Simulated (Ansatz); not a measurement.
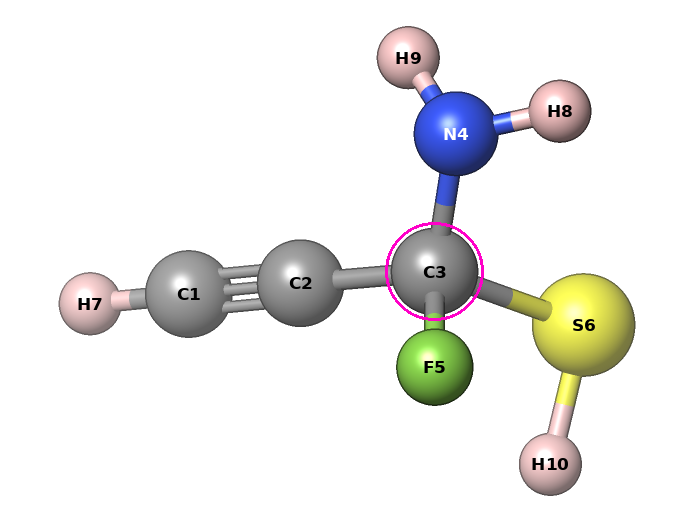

Distant atoms are faded towards the background colour. Circles mark the stereogenic atoms. The geometry was computed by an optimisation with PBE-D4/def2-SVP. No frequency run is at hand to confirm it as a minimum.

Assign CIP descriptors.

Answer. C3: R (priorities S6 > F5 > N4 > C2).
